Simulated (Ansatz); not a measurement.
**SiHBr (SMILES [SiH]Br): methods side by side**

SiHBr: 3 atoms, total charge 0, spin state singlet. SMILES: `[SiH]Br`. Geometry: relaxed at PBE0-D4/def2-TZVP.

```
atom    x (Å)    y (Å)    z (Å)
  Si  -0.6247   0.5219  -0.2961
  Br   1.3409   0.4015   0.7814
   H  -0.7271  -0.9883  -0.4986
```

Each level gives the energy change with the Si1–Br2 bond stretched from 2.245 to 5.612 Å (eV). The values are calculated.

| level | kind | program | value (eV) | less FCI/STO-3G |
| --- | --- | --- | --- | --- |
| HF/STO-3G (restricted) | Hartree–Fock | Ansatz | 7.27 | +2.98 |
| PBE/STO-3G (restricted) | GGA | Ansatz | 5.17 | +0.88 |
| r2SCAN/STO-3G (restricted) | meta-GGA | Ansatz | 5.37 | +1.08 |
| B3LYP/STO-3G (restricted) | global hybrid | Ansatz | 5.64 | +1.35 |
| HSE06/STO-3G (restricted) | range-separated hybrid | Ansatz | 5.86 | +1.57 |
| wB97X/STO-3G (restricted) | range-separated hybrid | Ansatz | 6.94 | +2.65 |
| B2PLYP/STO-3G (restricted) | double hybrid | Ansatz | 4.64 | +0.35 |
| MP2/STO-3G (restricted) | perturbation theory | Ansatz | 5.24 | +0.95 |
| CCSD(T)/STO-3G (restricted) | coupled cluster or CI | Ansatz | 3.27 | -1.02 |
| FCI/STO-3G | exact in the basis | Ansatz | 4.29 | 0.00 |

FCI/STO-3G is exact within its basis and frozen core, so for wave-function methods in that basis the difference is their error; functionals converge differently with the basis, so for them it is only a difference. A spin-restricted reference rises too steeply as a bond breaks; here HF/STO-3G, PBE/STO-3G, r2SCAN/STO-3G, B3LYP/STO-3G, HSE06/STO-3G, wB97X/STO-3G, MP2/STO-3G lie well above the multireference or unrestricted value. All-electron rows without a relativistic Hamiltonian named are non-relativistic. The first shape isn't each level's own minimum. The values span 3.27 to 7.27 eV. All rows use very small basis sets, so none should be taken for the real molecule's value. In the correlated wave-function rows the outer d shell of Br is correlated, in sets not made for it.

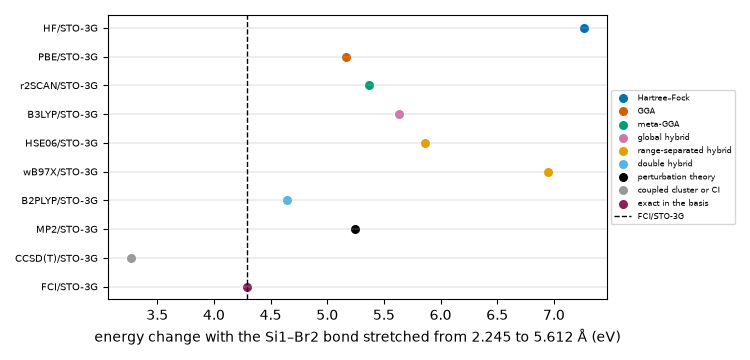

The values of the table, level by level.
